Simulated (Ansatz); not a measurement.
**Geometry relaxation, with input and output: CH$_{4}$BClOSi**

The run: geometry relaxation of CH$_{4}$BClOSi, SMILES Cl[SiH]1BCO1. Method and program: RKS PBE-D4/def2-SVP (Ansatz 0.2.0).

The geometry: force-field start. Figures and captions count atoms from 1; the log counts them from 0 in places.

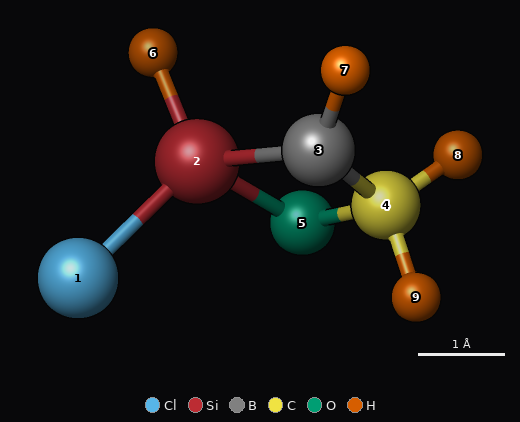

Fig. 1: The starting structure (ball-and-stick view, seen at a tilt; atoms are numbered from 1 in the order of the input).

Input:
```yaml
crystal:
  periodic: [false, false, false]
  atoms:
    - {symbol: Cl, position_ang: [-1.318700, 2.465400, 0.069200]}
    - {symbol: Si, position_ang: [0.083800, 1.091100, -0.455000]}
    - {symbol: B, position_ang: [0.420900, -0.119500, 0.961300]}
    - {symbol: C, position_ang: [-0.256800, -1.103200, -0.034700]}
    - {symbol: O, position_ang: [-0.614800, -0.299900, -1.154200]}
    - {symbol: H, position_ang: [1.259500, 1.594100, -1.199600]}
    - {symbol: H, position_ang: [1.430400, -0.263000, 1.665600]}
    - {symbol: H, position_ang: [0.353800, -1.948100, -0.341900]}
    - {symbol: H, position_ang: [-1.269500, -1.463200, 0.472100]}
basis:
  gaussian: {orbitals: def2-SVP}
hamiltonian: {xc: pbe, dispersion: d4}
relax: {f_tol: 0.03, max_steps: 200}
```

Hardware: 4 threads of Arm Neoverse V1, 23 GiB of memory available, shared host.

Launch command:
```bash
ansatz run in.yaml --threads 4 --pin off --events-out ev --progress --plain --max-ram 10444MiB
```

The program's output:
```
Functional definition: PBE
  name "PBE"
  cite "Perdew, Burke & Ernzerhof, Phys. Rev. Lett. 77, 3865 (1996) doi:10.1103/PhysRevLett.77.3865"
  parent pbe
  parameter kappa = 0.804
  parameter beta = 0.06672455060314922
  exchange = pbe_x(kappa = kappa, mu = beta*pi^2/3)
  correlation = pbe_c(beta = beta)
1078 factors; their error is unknown
mean field evaluation 1: about -24195.1031 eV, gradient 5.4e1 eV
mean field evaluation 2: about -24135.4376 eV, gradient 1.6e2 eV
mean field evaluation 4: about -24201.8653 eV, gradient 1.2e1 eV
mean field evaluation 8: about -24202.1729 eV, gradient 2.6e-1 eV
mean field evaluation 16: about -24202.1063 eV, gradient 2.6e-4 eV
mean field -24202.10631087 eV, -889.4110021477 hartree, gradient 5.8e-5 eV, S^2 0.000000; 0 other end points of the search recorded, 0 dependent functions left out
the calculation of the forces begins
reference -24202.10634406 eV, -889.4110033672 hartree; 27, 27 occupied and 71, 71 virtual orbitals, 1078 factors
relax step   1: F+E_penalty+E_count = -24202.33067846 eV  Δ(F+E_penalty+E_count) = +0.000e0 eV  max|allowed force component| = 2.565e0 eV/Å  Δτ_max = 0.0000 Å  (28 SCF iters, accepted)
these checks for a lower state are left out or cut short: starts, cluster_reference, orbital_swaps, neighbouring_geometries, increment
1078 factors; their error is unknown
mean field -24202.73452852 eV, -889.4340887206 hartree, gradient 1.8e-5 eV, S^2 0.000000; 0 other end points of the search recorded, 0 dependent functions left out
the calculation of the forces begins
reference -24202.73456224 eV, -889.4340899596 hartree; 27, 27 occupied and 71, 71 virtual orbitals, 1078 factors
relax step   2: F+E_penalty+E_count = -24202.95180049 eV  Δ(F+E_penalty+E_count) = -6.211e-1 eV  max|allowed force component| = 9.493e-1 eV/Å  Δτ_max = 0.1959 Å  (34 SCF iters, accepted)
these checks for a lower state are left out or cut short: starts, cluster_reference, orbital_swaps, neighbouring_geometries, increment
1078 factors; their error is unknown
mean field evaluation 32: about -24202.8606 eV, gradient 7.8e-6 eV
mean field -24202.86060338 eV, -889.4387218862 hartree, gradient 7.8e-6 eV, S^2 0.000000; 0 other end points of the search recorded, 0 dependent functions left out
the calculation of the forces begins
reference -24202.86063759 eV, -889.4387231434 hartree; 27, 27 occupied and 71, 71 virtual orbitals, 1078 factors
relax step   3: F+E_penalty+E_count = -24203.07598829 eV  Δ(F+E_penalty+E_count) = -1.242e-1 eV  max|allowed force component| = 4.866e-1 eV/Å  Δτ_max = 0.1723 Å  (28 SCF iters, accepted)
these checks for a lower state are left out or cut short: starts, cluster_reference, orbital_swaps, neighbouring_geometries, increment
1078 factors; their error is unknown
mean field -24202.88129062 eV, -889.4394821281 hartree, gradient 2.6e-5 eV, S^2 0.000000; 0 other end points of the search recorded, 0 dependent functions left out
the calculation of the forces begins
reference -24202.88132480 eV, -889.4394833841 hartree; 27, 27 occupied and 71, 71 virtual orbitals, 1078 factors
relax step   4: F+E_penalty+E_count = -24203.09702385 eV  Δ(F+E_penalty+E_count) = -2.104e-2 eV  max|allowed force component| = 1.026e-1 eV/Å  Δτ_max = 0.0575 Å  (29 SCF iters, accepted)
these checks for a lower state are left out or cut short: starts, cluster_reference, orbital_swaps, neighbouring_geometries, increment
1078 factors; their error is unknown
mean field -24202.88769593 eV, -889.4397175190 hartree, gradient 8.2e-6 eV, S^2 0.000000; 0 other end points of the search recorded, 0 dependent functions left out
the calculation of the forces begins
reference -24202.88772994 eV, -889.4397187689 hartree; 27, 27 occupied and 71, 71 virtual orbitals, 1078 factors
relax step   5: F+E_penalty+E_count = -24203.10432093 eV  Δ(F+E_penalty+E_count) = -7.297e-3 eV  max|allowed force component| = 2.044e-1 eV/Å  Δτ_max = 0.0763 Å  (29 SCF iters, accepted)
these checks for a lower state are left out or cut short: starts, cluster_reference, orbital_swaps, neighbouring_geometries, increment
1078 factors; their error is unknown
mean field -24202.89233004 eV, -889.4398878193 hartree, gradient 1.9e-5 eV, S^2 0.000000; 0 other end points of the search recorded, 0 dependent functions left out
the calculation of the forces begins
reference -24202.89236397 eV, -889.4398890663 hartree; 27, 27 occupied and 71, 71 virtual orbitals, 1078 factors
relax step   6: F+E_penalty+E_count = -24203.10962827 eV  Δ(F+E_penalty+E_count) = -5.307e-3 eV  max|allowed force component| = 7.212e-2 eV/Å  Δτ_max = 0.0580 Å  (28 SCF iters, accepted)
these checks for a lower state are left out or cut short: starts, cluster_reference, orbital_swaps, neighbouring_geometries, increment
1078 factors; their error is unknown
mean field -24202.89264607 eV, -889.4398994333 hartree, gradient 1.7e-5 eV, S^2 0.000000; 0 other end points of the search recorded, 0 dependent functions left out
the calculation of the forces begins
reference -24202.89267999 eV, -889.4399006798 hartree; 27, 27 occupied and 71, 71 virtual orbitals, 1078 factors
relax step   7: F+E_penalty+E_count = -24203.11024307 eV  Δ(F+E_penalty+E_count) = -6.148e-4 eV  max|allowed force component| = 3.588e-2 eV/Å  Δτ_max = 0.0161 Å  (30 SCF iters, accepted)
these checks for a lower state are left out or cut short: starts, cluster_reference, orbital_swaps, neighbouring_geometries, increment
1078 factors; their error is unknown
mean field evaluation 64: about -24202.8927 eV, gradient 1.4e-1 eV
mean field -24202.89270299 eV, -889.4399015249 hartree, gradient 1.8e-5 eV, S^2 0.000000; 0 other end points of the search recorded, 0 dependent functions left out
the calculation of the forces begins
reference -24202.89273692 eV, -889.4399027719 hartree; 27, 27 occupied and 71, 71 virtual orbitals, 1078 factors
relax step   8: F+E_penalty+E_count = -24203.11071215 eV  Δ(F+E_penalty+E_count) = -4.691e-4 eV  max|allowed force component| = 1.461e-2 eV/Å  Δτ_max = 0.0242 Å  (29 SCF iters, accepted)
```

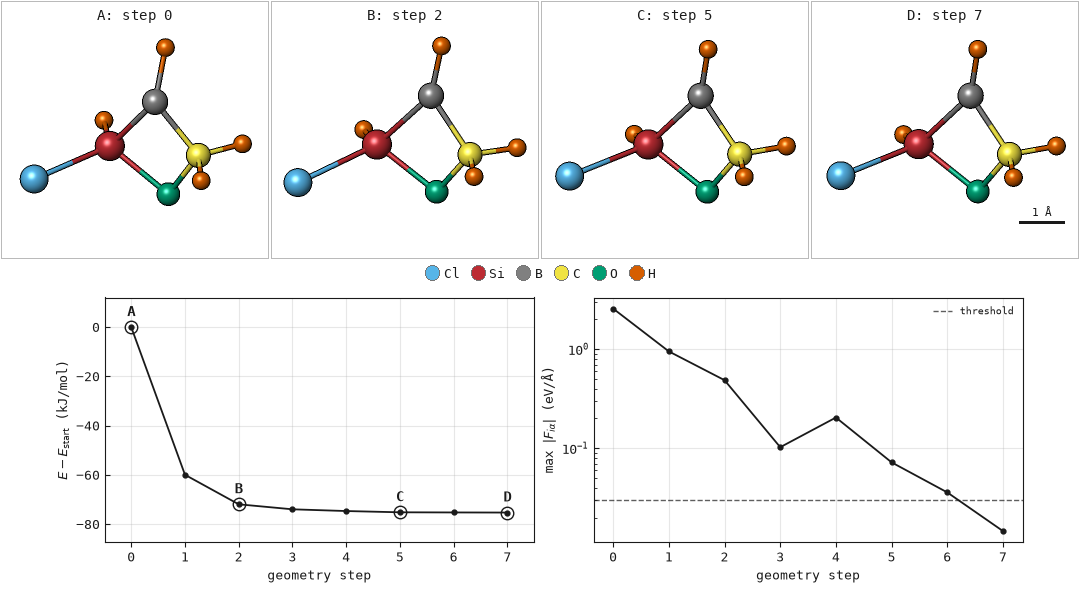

Fig. 2: Frames of the relaxation (ball-and-stick view, seen at a tilt) above the curves, on which the letters mark them (the first geometry is step 0 here and step 1 in the log).

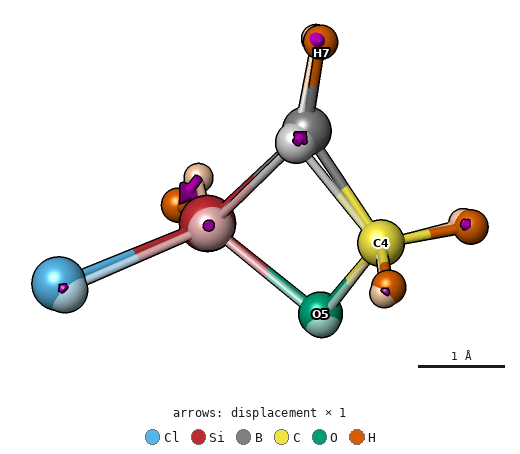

Fig. 3: Start (faint) and end (solid) with the displacements as pink arrows, at true length (ball-and-stick view, seen at a tilt). The two geometries are laid on each other by the best rigid fit. Over 7 geometry steps the energy falls by 75.3 kJ/mol. The largest force component goes from 2.6 to 0.015 eV/Å. H6 moves most after the best rigid fit: 0.44 Å. Largest moves by element: H 0.44 Å, B 0.22 Å, Si 0.12 Å, Cl 0.11 Å, O 0.07 Å, C 0.05 Å. Among the contacts that change: Si2–B3 1.893 → 2.019 Å, C4–H9 1.188 → 1.119 Å, Cl1–Si2 2.032 → 2.092 Å, C4–O5 1.424 → 1.466 Å. Among the angles that change: Si2–B3–H7 130.1° → 147.5°, B3–Si2–H6 116.9° → 130.3°, Cl1–Si2–H6 116.6° → 106.4°. (Atoms are counted from 1 in the order of the input.)

```
1078 factors; their error is unknown
mean field -24202.89270299 eV, -889.4399015249 hartree, gradient 1.7e-5 eV, S^2 0.000000; 1 other end points of the search recorded, 0 dependent functions left out
the calculation of the forces begins
reference -24202.89273692 eV, -889.4399027719 hartree; 27, 27 occupied and 71, 71 virtual orbitals, 1078 factors
Total energy: -24203.11074608 eV, -889.4479144606 hartree
Atom 0 at    -1.257973     2.547467     0.103025 Å, force    -0.004294     0.002742    -0.000687 eV/Å
Atom 1 at     0.167143     1.145796    -0.514122 Å, force     0.013447     0.007918    -0.013925 eV/Å
Atom 2 at     0.627847    -0.199087     0.920053 Å, force    -0.014613    -0.011204    -0.004963 eV/Å
Atom 3 at    -0.250630    -1.134417    -0.000299 Å, force     0.013174    -0.005233     0.009629 eV/Å
Atom 4 at    -0.551229    -0.272788    -1.148094 Å, force     0.010533    -0.000395     0.004612 eV/Å
Atom 5 at     1.049744     1.848141    -1.506735 Å, force    -0.014079    -0.006053     0.007043 eV/Å
Atom 6 at     1.192744    -0.420788     1.967165 Å, force     0.006651    -0.004117    -0.000585 eV/Å
Atom 7 at     0.296176    -2.054817    -0.327496 Å, force    -0.005447     0.012344     0.001391 eV/Å
Atom 8 at    -1.185222    -1.505807     0.489303 Å, force    -0.005371     0.003998    -0.002515 eV/Å
Dipole moment:     0.283730    -0.300863     0.212497 e Å
```

Trajectory as extended XYZ (Å, eV, eV/Å), 8 frames, from step=1 to step=8:
```
9
Properties=species:S:1:pos:R:3:forces:R:3 step=1 energy=-24202.33068
Cl   -1.3187    2.4654    0.0692   -0.7333   1.0410  -0.1634
Si    0.0838    1.0911   -0.4550   -0.2884   0.6437  -0.4473
B     0.4209   -0.1195    0.9613    2.5652  -0.7900   0.6812
C    -0.2568   -1.1032   -0.0347   -2.4375  -0.8062   1.7392
O    -0.6148   -0.2999   -1.1542    0.0494   0.7770  -1.1418
H     1.2595    1.5941   -1.1996    0.1255   0.4461  -0.4482
H     1.4304   -0.2630    1.6656   -0.9637  -0.2248   0.3762
H     0.3538   -1.9481   -0.3419    0.2721  -0.9818  -0.0363
H    -1.2695   -1.4632    0.4721    1.4107  -0.1052  -0.5596
9
Properties=species:S:1:pos:R:3:forces:R:3 step=2 energy=-24202.95180
Cl   -1.3779    2.5969   -0.0438    0.1784  -0.1528  -0.0761
Si    0.0716    1.1316   -0.4285   -0.0996   0.9493  -0.6396
B     0.5834   -0.1826    0.9173    0.7939  -0.5429   0.9195
C    -0.2677   -1.1264   -0.0194   -0.6030  -0.5971   0.7921
O    -0.5707   -0.2790   -1.1571   -0.0468   0.3171  -0.0914
H     1.1761    1.7265   -1.2602   -0.1606   0.2021  -0.1289
H     1.4220   -0.3923    1.8126   -0.6930  -0.0163  -0.3848
H     0.2806   -2.0380   -0.3332    0.0063  -0.2631  -0.0893
H    -1.2288   -1.4830    0.4953    0.6245   0.1037  -0.3015
9
Properties=species:S:1:pos:R:3:forces:R:3 step=3 energy=-24203.07599
Cl   -1.3348    2.6291   -0.0695    0.0533  -0.0954   0.0991
Si    0.1082    1.1624   -0.4430    0.0711   0.2854  -0.4866
B     0.6187   -0.2114    0.9322    0.2732  -0.2630   0.3618
C    -0.2541   -1.1466   -0.0002    0.1564   0.0095   0.0716
O    -0.5784   -0.2577   -1.1191    0.0276   0.0257   0.0671
H     1.1034    1.8308   -1.3765   -0.1578  -0.1183   0.1456
H     1.3317   -0.4644    1.9022   -0.3274   0.0769  -0.2849
H     0.2694   -2.0709   -0.3546    0.0021   0.0898  -0.0004
H    -1.1755   -1.5176    0.5114   -0.0985  -0.0106   0.0266
9
Properties=species:S:1:pos:R:3:forces:R:3 step=4 energy=-24203.09702
Cl   -1.3195    2.6146   -0.0265    0.0350  -0.0412   0.0528
Si    0.1200    1.1680   -0.4708    0.1026  -0.0858  -0.0943
B     0.6294   -0.2129    0.9285    0.0090   0.0064   0.0566
C    -0.2462   -1.1438    0.0020    0.0575   0.0579  -0.0158
O    -0.5769   -0.2591   -1.1198    0.0112   0.0288   0.0245
H     1.0932    1.8305   -1.4149   -0.0952  -0.0274   0.0358
H     1.2789   -0.4645    1.9250   -0.0909   0.0348  -0.0714
H     0.2783   -2.0643   -0.3561    0.0101   0.0322   0.0029
H    -1.1686   -1.5148    0.5153   -0.0394  -0.0057   0.0089
9
Properties=species:S:1:pos:R:3:forces:R:3 step=5 energy=-24203.10432
Cl   -1.2691    2.6066    0.0303   -0.0165  -0.0024   0.0354
Si    0.1424    1.1569   -0.4897   -0.0252   0.0080   0.0293
B     0.6088   -0.2053    0.9394    0.2044   0.0197  -0.0848
C    -0.2423   -1.1410    0.0015   -0.1456   0.0507  -0.0054
O    -0.5813   -0.2590   -1.1199    0.0127  -0.0616  -0.0223
H     1.0600    1.8255   -1.4740    0.0240  -0.0134   0.0173
H     1.2273   -0.4501    1.9521   -0.0746   0.0297   0.0246
H     0.3072   -2.0455   -0.3567    0.0331  -0.0138   0.0183
H    -1.1644   -1.5343    0.4998   -0.0124  -0.0169  -0.0125
9
Properties=species:S:1:pos:R:3:forces:R:3 step=6 energy=-24203.10963
Cl   -1.2563    2.5809    0.0807    0.0024  -0.0165  -0.0017
Si    0.1527    1.1509   -0.5059    0.0413   0.0096   0.0339
B     0.6237   -0.2023    0.9231    0.0420   0.0336   0.0471
C    -0.2430   -1.1383   -0.0014   -0.0721   0.0028  -0.0169
O    -0.5697   -0.2660   -1.1338   -0.0229  -0.0412  -0.0283
H     1.0531    1.8287   -1.4982   -0.0034   0.0166  -0.0023
H     1.1915   -0.4280    1.9696   -0.0094   0.0081  -0.0267
H     0.3058   -2.0490   -0.3472    0.0126  -0.0117   0.0016
H    -1.1692   -1.5231    0.4958    0.0095  -0.0013  -0.0068
9
Properties=species:S:1:pos:R:3:forces:R:3 step=7 energy=-24203.11024
Cl   -1.2558    2.5676    0.0898    0.0009  -0.0081   0.0027
Si    0.1593    1.1485   -0.5089    0.0245   0.0168   0.0036
B     0.6268   -0.2014    0.9214    0.0042   0.0146   0.0306
C    -0.2456   -1.1368   -0.0012   -0.0359  -0.0031  -0.0070
O    -0.5639   -0.2681   -1.1387   -0.0061  -0.0271  -0.0131
H     1.0508    1.8362   -1.5028   -0.0036   0.0071   0.0013
H     1.1891   -0.4244    1.9705    0.0048   0.0009  -0.0156
H     0.3024   -2.0509   -0.3410    0.0051  -0.0029   0.0022
H    -1.1745   -1.5170    0.4938    0.0061   0.0016  -0.0047
9
Properties=species:S:1:pos:R:3:forces:R:3 step=8 energy=-24203.11071
Cl   -1.2580    2.5475    0.1030   -0.0043   0.0027  -0.0007
Si    0.1671    1.1458   -0.5141    0.0134   0.0079  -0.0139
B     0.6278   -0.1991    0.9201   -0.0146  -0.0112  -0.0050
C    -0.2506   -1.1344   -0.0003    0.0132  -0.0052   0.0096
O    -0.5512   -0.2728   -1.1481    0.0105  -0.0004   0.0046
H     1.0497    1.8481   -1.5067   -0.0141  -0.0061   0.0070
H     1.1927   -0.4208    1.9672    0.0067  -0.0041  -0.0006
H     0.2962   -2.0548   -0.3275   -0.0054   0.0123   0.0014
H    -1.1852   -1.5058    0.4893   -0.0054   0.0040  -0.0025
```

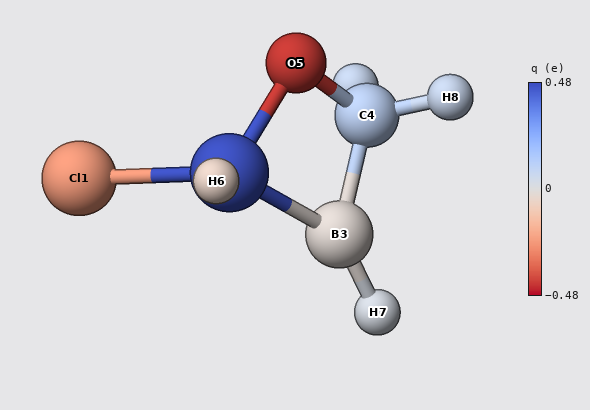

Fig. 4: Mulliken charges, as the colour of each atom (ball-and-stick view, seen at a tilt; atoms are numbered from 1 in the order of the input). By element: Cl −0.23, Si +0.46, B −0.02, C +0.10, O −0.42 and H −0.05 to +0.07 e.

Results in brief:

```tsv
quantity	value
outcome	converged
total energy	−24203.1107 eV
mean-field energy	−24202.8927 eV
dispersion energy	−0.2180 eV
SCF solution under orbital rotations	stable
largest force (length of the vector) at the end	0.021 eV/Å
dipole moment	2.23 D
wall time	11 s (CPU time 38 s)
peak memory	0.18 GiB
```
